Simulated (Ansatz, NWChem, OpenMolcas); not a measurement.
**AlPNH4OF (SMILES [NH2][Al]([F])[PH]O): methods side by side**

AlPNH4OF: 9 atoms, total charge 0, spin state singlet. SMILES: `[NH2][Al]([F])[PH]O`. The coordinates come from a PBE0-D4/def2-TZVP relaxation. This is one conformer, not always the lowest.

Each level gives the HOMO–LUMO gap (eV). The values are calculated.

```csv
level,kind,program,value (eV)
HF/def2-SVP,Hartree–Fock,NWChem,12.23
revPBE/def2-SVP,GGA,Ansatz,4.39
BHLYP/def2-SVP,global hybrid,Ansatz,8.39
M06-2X/def2-SVP,hybrid meta-GGA,OpenMolcas,8.26
PBE0/def2-SVP,global hybrid,OpenMolcas,6.44
r2SCAN0/def2-SVP,hybrid meta-GGA,Ansatz,6.76
HSE06/def2-SVP,range-separated hybrid,Ansatz,5.66
wB97M-V/def2-SVP,range-separated hybrid,Ansatz,10.35
```

The values span 4.39 to 12.23 eV. Orbital gaps aren't excitation energies; they tend to grow with the share of exact exchange.

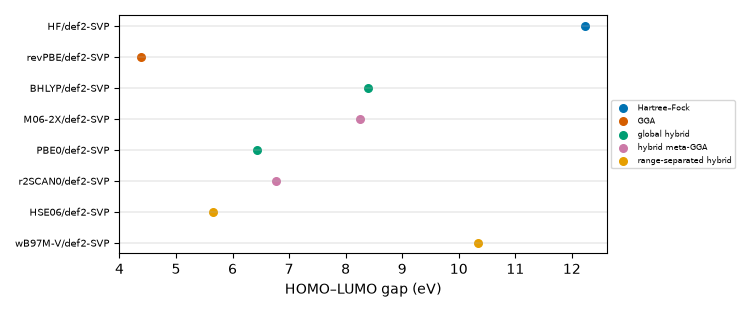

The values of the table, level by level.
